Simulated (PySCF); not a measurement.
## Electronic structure of CH11N3OSi2 in real space

```yaml
atoms:
  - { symbol: C, position_ang: [2.0708, 0.2955, 0.8971] }
  - { symbol: Si, position_ang: [1.4736, 0.5690, -0.8809] }
  - { symbol: O, position_ang: [1.7823, 2.0718, -1.4391] }
  - { symbol: N, position_ang: [-0.2292, 0.2847, -0.9003] }
  - { symbol: Si, position_ang: [-1.1492, -0.9090, -0.0330] }
  - { symbol: N, position_ang: [-2.7357, -0.7799, -0.7056] }
  - { symbol: N, position_ang: [-1.3854, -0.6402, 1.6549] }
  - { symbol: H, position_ang: [1.5831, 0.9686, 1.5974] }
  - { symbol: H, position_ang: [1.8624, -0.7195, 1.2171] }
  - { symbol: H, position_ang: [3.1416, 0.4545, 0.9807] }
  - { symbol: H, position_ang: [2.2340, -0.2234, -1.8458] }
  - { symbol: H, position_ang: [1.4110, 2.8357, -1.0055] }
  - { symbol: H, position_ang: [-0.7213, 0.7244, -1.6613] }
  - { symbol: H, position_ang: [-0.4671, -2.2047, -0.1154] }
  - { symbol: H, position_ang: [-3.4566, -1.2939, -0.2270] }
  - { symbol: H, position_ang: [-2.8243, -0.9316, -1.6968] }
  - { symbol: H, position_ang: [-2.0374, 0.0803, 1.9229] }
  - { symbol: H, position_ang: [-0.5614, -0.5761, 2.2288] }
```

Geometry: GFN2-xTB.

Theory: CAM-B3LYP/def2-SVPD, SCF density, gas phase (PySCF 2.14.0).

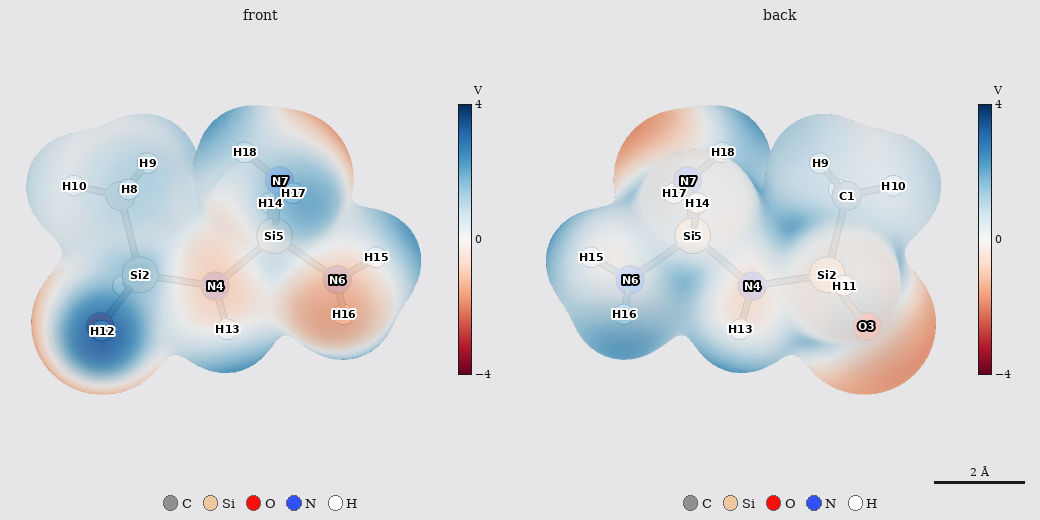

Figure 1. The molecular electrostatic potential painted on the density surface at 0.004 e/bohr³, seen from the front and from behind; the colour scale runs from red (negative) to blue (positive).

Describe the electrostatic potential map.

Answer. The most negative region (about −1.7 V, or −39 kcal/mol for a unit charge) lies over O3 and N7, the most positive (about +3.1 V, or +71 kcal/mol for a unit charge) over H12.

How polar is the molecule by this calculation?

Answer. Its dipole moment is 1.64 D.

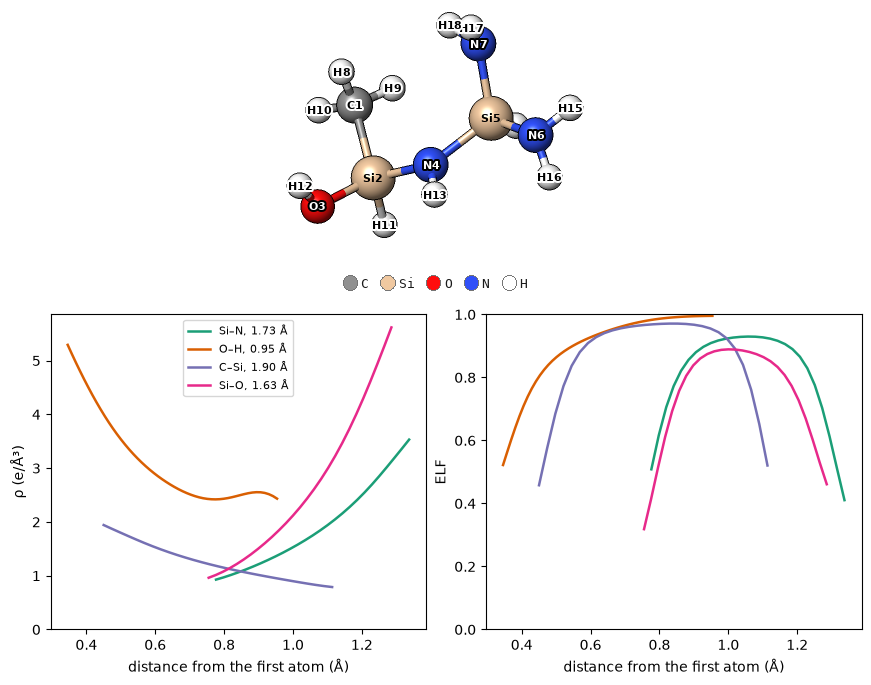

Figure 2. Total electron density and electron localisation function along straight lines between neighbouring atoms. The curves leave out the atomic cores. The structure is drawn too.

Compare the contacts.

Answer. Si–N (1.73 Å): ρ at the midpoint is about 1.1 e/Å³; the ELF peaks at about 0.95 between the atoms, as expected for a polar covalent bond.
O–H (0.95 Å): ρ at the midpoint is about 3.7 e/Å³; the ELF climbs to about 1 towards the hydrogen, as it does in any bond to H (a covalent bond by its length).
C–Si (1.90 Å): ρ is about 0.96 e/Å³ halfway; the ELF peaks at about 1 between the atoms: a shared electron pair.
Si–O (1.63 Å): the density is about 1.1 e/Å³ at the midpoint; the ELF peaks at about 0.90 between the atoms, as expected for a polar covalent bond.
